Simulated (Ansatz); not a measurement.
## Electronic structure of CH₆NSi (SMILES [CH2][SiH2]N) (doublet) in real space

The calculation's input:

```
crystal:
  periodic: [false, false, false]
  atoms:
    - { symbol: C, position_ang: [-0.8821, 0.5379, -1.0451] }
    - { symbol: Si, position_ang: [0.533, 0.1161, -0.1393] }
    - { symbol: "N", position_ang: [0.0496, -1.0423, 0.9894] }
    - { symbol: H, position_ang: [-1.4777, -0.1779, -1.4929] }
    - { symbol: H, position_ang: [-1.1714, 1.6194, -1.2098] }
    - { symbol: H, position_ang: [1.0711, 1.2735, 0.6293] }
    - { symbol: H, position_ang: [1.6037, -0.474, -0.9932] }
    - { symbol: H, position_ang: [0.9349, -1.2871, 1.5464] }
    - { symbol: H, position_ang: [-0.5726, -0.6119, 1.6982] }
magnetization:
  spin_polarized: true
  initial_magnetization: 1
basis:
  gaussian: { orbitals: def2-SVP }
hamiltonian:
  xc: pbe0
relax:
  f_tol: 0.015
  max_steps: 40
output:
  orbitals: {}
```

Run with:

```sh
ansatz run input.yaml --threads 2 --pin off --max-ram 3072MiB --backend cpu --events-out ev --progress --plain --runs-dir out
```

The fields are those of the relaxed geometry.

Theory: UKS PBE0/def2-SVP (Ansatz 0.2.0).

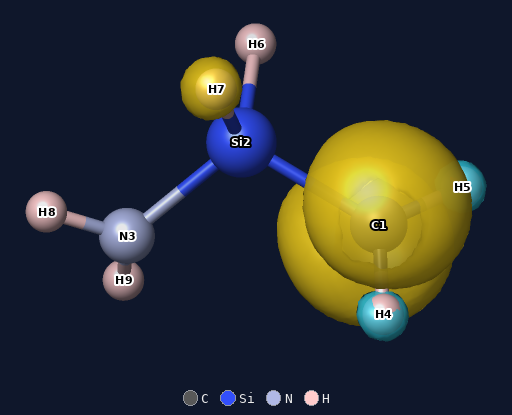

Figure 1. Isosurfaces of the spin density (α minus β) at +0.03 (yellow) and −0.03 e/Å³ (cyan), seen at an oblique angle.

Which atoms carry the spin?

Answer. The unpaired spin (1 electron) lies mostly on C1 (about 0.8) and Si2 (about 0.1), in electrons by Hirshfeld's partition.

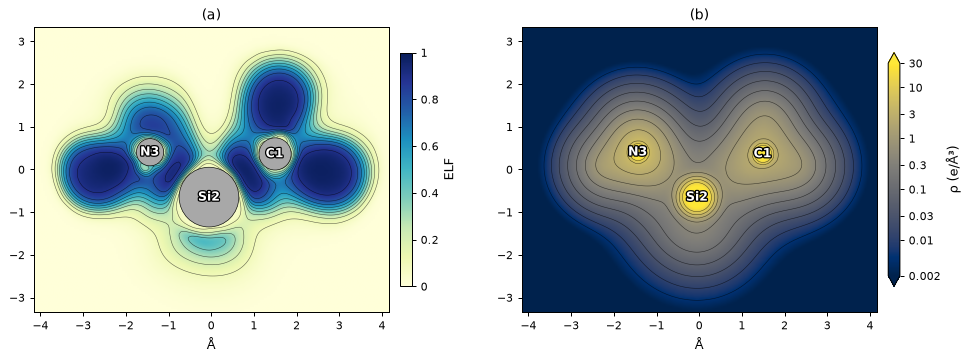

Figure 2. (a) ELF; (b) total electron density on the plane of atoms C1, Si2 and N3. Grey discs cover the atomic cores in the ELF map.

Read the bonding off the picture.

Answer.
- Atoms in the plane: C, Si and N.
- Si–N (1.73 Å): ρ is about 1.1 e/Å³ halfway; the ELF peaks at about 0.90 between the atoms, as expected for a shared but strongly polarised pair.
- C–Si (1.85 Å): ρ is about 0.98 e/Å³ halfway; the ELF peaks at about 0.95 between the atoms: localised, covalent bonding.

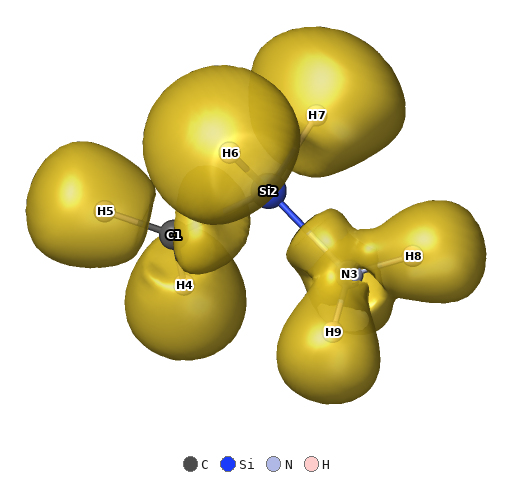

Figure 3. Isosurface of the ELF at 0.75 (yellow), seen at a tilt. Only the valence region is drawn (cores and ρ < 0.01 e/Å³ removed).

Where are the electrons localised?

Answer. At this value the surface marks out one region between bonded C–Si atoms (shared pairs), four regions around hydrogen nuclei and one joined region spread over several atoms (H, N), in which their bonds and any lone pairs are merged.
